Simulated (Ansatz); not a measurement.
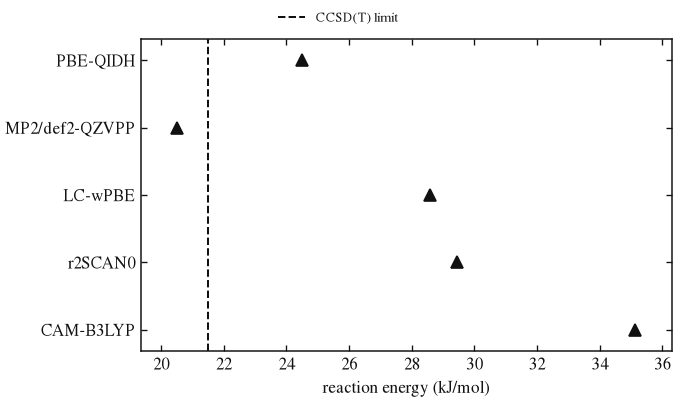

Electronic reaction energy of Si₂H₆O (O[SiH2][SiH3]) + GeNH₅ ([NH2][GeH3]) → GeSi₂NH₉ ([SiH3][SiH2][NH][GeH3]) + H₂O (O) (SMILES in brackets) at several levels (functionals in def2-TZVPP unless a basis is named), isolated molecules at PBE0-D4 triple-zeta geometries, minima by their frequencies, no zero-point or thermal terms, the Ansatz code. The line is frozen-core CCSD(T) at the basis limit (MP2 extrapolated from triple and quadruple zeta, plus CCSD(T) less MP2 in a smaller set). PBE-QIDH holds a correlation term that converges slowly with the basis, so part of the distance to the limit is basis error. No dispersion term is added to PBE-QIDH. The distance of MP2/def2-QZVPP to the limit includes basis error.

What range do the values span, the line included?

From 20.5 kJ/mol (MP2/def2-QZVPP) to 35.1 kJ/mol (CAM-B3LYP).

Give the values.

```
         level  kJ/mol  less CCSD(T) limit
      PBE-QIDH    24.5                 3.0
MP2/def2-QZVPP    20.5                −1.0
       LC-wPBE    28.6                 7.1
       r2SCAN0    29.5                 7.9
     CAM-B3LYP    35.1                13.6
 CCSD(T) limit    21.5                 0.0
```

Known limits of this run: no scalar relativity up to krypton; outer-core shells are correlated without core-valence functions, which makes the correlated values less sure; one conformer of each flexible molecule.
